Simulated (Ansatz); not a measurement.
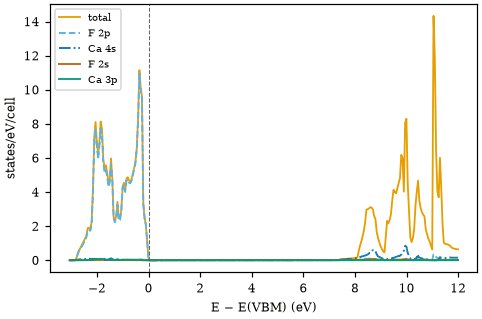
Figure: Total and projected density of states of CaF2 (fluorite, Fm-3m), PBEsol in the plane-wave PAW code Ansatz

### Question
Which orbitals carry the states next to the gap?

### Answer
Top 1 eV of the valence band: F 2p 98 %. Bottom 1 eV of the conduction band: Ca 4s 41 %, F 2s 9 %, outside the projected shells 46 %. Projections are on Löwdin-orthogonalised atomic valence shells; empty p or d shells of many metals are not among them.

### Question
Where is the tallest occupied peak in this window, and what makes it?

### Answer
Near -0.4 eV, about 11 states/eV per cell; the largest projected share is F 2p.

Symmetry was held in the PBEsol relaxation.

Potentials: the later of the program's two PAW sets.
